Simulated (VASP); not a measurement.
Band structure of Ru (hcp). Level of theory: r2SCAN+rVV10, VASP's PBE PAW potentials (set 64) (plane waves; VASP).

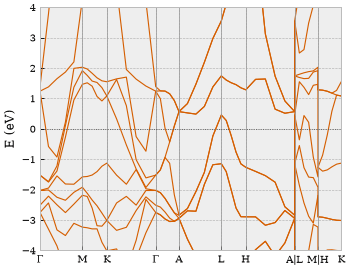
Figure. Bands along high-symmetry lines, zero at the valence-band maximum or, without a gap, the Fermi level

Q: Read the plot: is there a gap, and where are the band edges?

A: It has no gap at this level: it comes out as a metal or semimetal.

The compound is Ru in the hcp structure. It was relaxed first.
